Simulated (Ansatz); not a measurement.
**C$_{2}$H$_{3}$ClNSi: phonon calculation**

C$_{2}$H$_{3}$ClNSi, multiplicity 2, SMILES C[Si](Cl)C#N, computed with UKS PBE0-D4/def2-TZVP (Ansatz 0.2.0).

The geometry comes from this level: PBE0-D4/def2-TZVP. Figures and captions count atoms from 1; the log counts them from 0 in places.

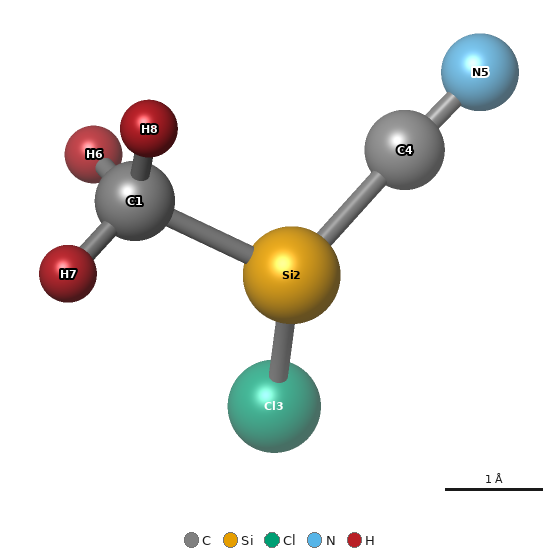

The input geometry (ball-and-stick view, seen at a tilt; atoms are numbered from 1 in the order of the input). Bond lengths as drawn: Cl–Si 2.05 Å, C–H 1.09 Å, C–N 1.15 Å and C–Si 1.84 to 1.86 Å.

Input file:
```yaml
crystal:
  periodic: [false, false, false]
  atoms:
    - {symbol: C, position_ang: [-0.710879, -0.544763, 0.782566]}
    - {symbol: Si, position_ang: [0.598764, 0.648165, 0.225387]}
    - {symbol: Cl, position_ang: [2.483162, -0.092793, 0.512828]}
    - {symbol: C, position_ang: [0.405716, 0.989336, -1.574442]}
    - {symbol: N, position_ang: [0.241656, 1.298352, -2.674345]}
    - {symbol: H, position_ang: [-0.600566, -1.491503, 0.246789]}
    - {symbol: H, position_ang: [-0.626044, -0.731784, 1.854021]}
    - {symbol: H, position_ang: [-1.699710, -0.132011, 0.571397]}
basis:
  gaussian: {orbitals: def2-TZVP}
magnetization: {spin_polarized: true, initial_magnetization: 1}
hamiltonian: {xc: pbe0, dispersion: d4}
phonons: {temperatures: {t_min: 298.15, t_max: 900, t_step: 200}}
```

Run on 4 CPU threads, shared host.

The program's output:
```
Functional definition: PBE0
  name "PBE0"
  cite "Adamo & Barone, J. Chem. Phys. 110, 6158 (1999) doi:10.1063/1.478522"
  cite "Perdew, Burke & Ernzerhof, Phys. Rev. Lett. 77, 3865 (1996) doi:10.1103/PhysRevLett.77.3865"
  parent pbe
  parameter a = 0.25
  parameter kappa = 0.804
  parameter beta = 0.06672455060314922
  exchange = (1 - a)*pbe_x(kappa = kappa, mu = beta*pi^2/3) + a*exact_x
  correlation = pbe_c(beta = beta)
1183 factors; their error is unknown
mean field evaluation 1: about -23993.6781 eV, gradient 4.6e1 eV
mean field evaluation 2: about -23968.1923 eV, gradient 7.9e1 eV
mean field evaluation 4: about -24003.2452 eV, gradient 5.8e0 eV
mean field evaluation 8: about -24003.4311 eV, gradient 2.6e-1 eV
mean field evaluation 16: about -24003.5072 eV, gradient 2.1e-3 eV
mean field -24003.50719570 eV, -882.1126192805 hartree, gradient 6.4e-5 eV, S^2 0.753311; 0 other end points of the search recorded, 0 dependent functions left out
the calculation of the forces begins
reference -24003.50722460 eV, -882.1126203425 hartree; 27, 26 occupied and 158, 159 virtual orbitals, 1183 factors
these checks for a lower state are left out or cut short: stability, starts, cluster_reference, orbital_swaps, neighbouring_geometries, increment
1183 factors; their error is unknown
mean field -24003.50702777 eV, -882.1126131092 hartree, gradient 2.2e-6 eV, S^2 0.753309; 0 other end points of the search recorded, 0 dependent functions left out
[... from here on the field's lines of each further geometry are left out, up to the last ...]
the calculation of the forces begins
reference -24003.50721184 eV, -882.1126198735 hartree; 27, 26 occupied and 158, 159 virtual orbitals, 1183 factors
these checks for a lower state are left out or cut short: stability, starts, cluster_reference, orbital_swaps, neighbouring_geometries, increment
1183 factors; their error is unknown
mean field -24003.50717654 eV, -882.1126185765 hartree, gradient 9.6e-7 eV, S^2 0.753311; 0 other end points of the search recorded, 0 dependent functions left out
the calculation of the forces begins
reference -24003.50720544 eV, -882.1126196385 hartree; 27, 26 occupied and 158, 159 virtual orbitals, 1183 factors
Total energy: -24003.68527203 eV, -882.1191634650 hartree
Atom 0 at    -0.710879    -0.544763     0.782566 Å, force    -0.004269    -0.003988     0.000934 eV/Å
Atom 1 at     0.598764     0.648165     0.225387 Å, force     0.004402     0.000580     0.003445 eV/Å
Atom 2 at     2.483162    -0.092793     0.512828 Å, force    -0.002288     0.000209    -0.001225 eV/Å
Atom 3 at     0.405716     0.989336    -1.574442 Å, force    -0.001335     0.001983     0.001177 eV/Å
Atom 4 at     0.241656     1.298352    -2.674345 Å, force     0.000300    -0.001170    -0.003036 eV/Å
Atom 5 at    -0.600566    -1.491503     0.246789 Å, force     0.000880     0.001375     0.000477 eV/Å
Atom 6 at    -0.626044    -0.731784     1.854021 Å, force     0.000107     0.001024    -0.001281 eV/Å
Atom 7 at    -1.699710    -0.132011     0.571397 Å, force     0.002202    -0.000013    -0.000490 eV/Å
Dipole moment:    -0.251841    -0.266635     0.706753 e Å
Vibrations: 113.21 142.74 155.95 190.74 353.59 359.36 511.63 608.88 737.56 785.39 812.54 1267.58 1432.58 1438.74 2298.11 3051.71 3140.96 3156.65 cm⁻¹, zero-point energy 1.274427 eV
```

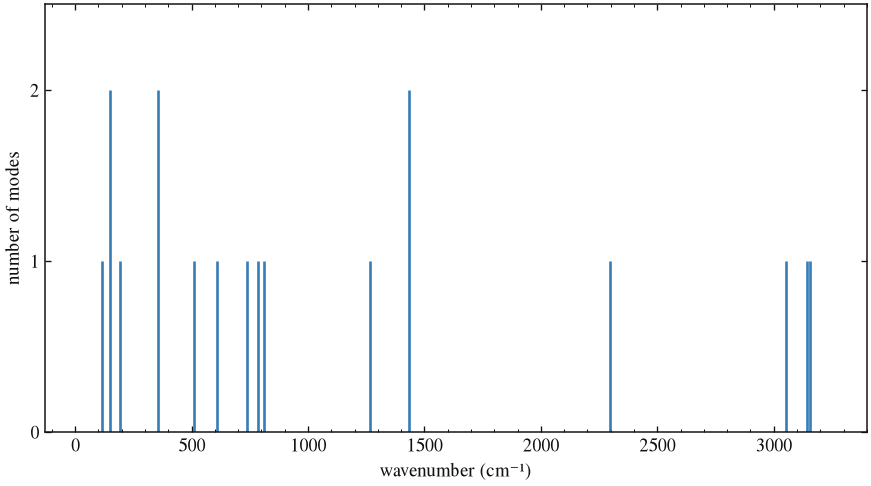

Harmonic vibrational wavenumbers from the force constants; neighbouring modes closer than 14 cm⁻¹ are counted in one stick. 18 modes from 113 to 3157 cm⁻¹, none imaginary.

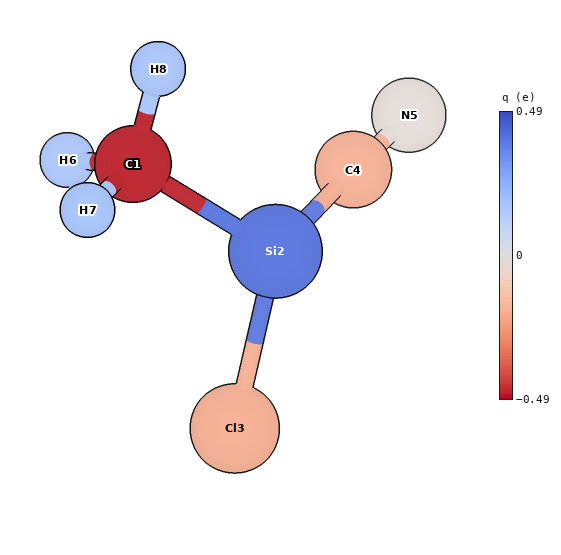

Mulliken charges, as the colour of each atom (ball-and-stick view, seen at a tilt; atoms are numbered from 1 in the order of the input). By element: C −0.46 to −0.20, Si +0.40, Cl −0.20, N −0.02 and H +0.16 e.

Key numbers:

```csv
quantity,value
outcome,converged
total energy,−24003.6853 eV
mean-field energy,−24003.5072 eV
dispersion energy,−0.1780 eV
⟨S²⟩,0.753
largest force (length of the vector),0.006 eV/Å
dipole moment,3.82 D
wall time,4.6 min (CPU time 9.5 min)
peak memory,0.59 GiB
```
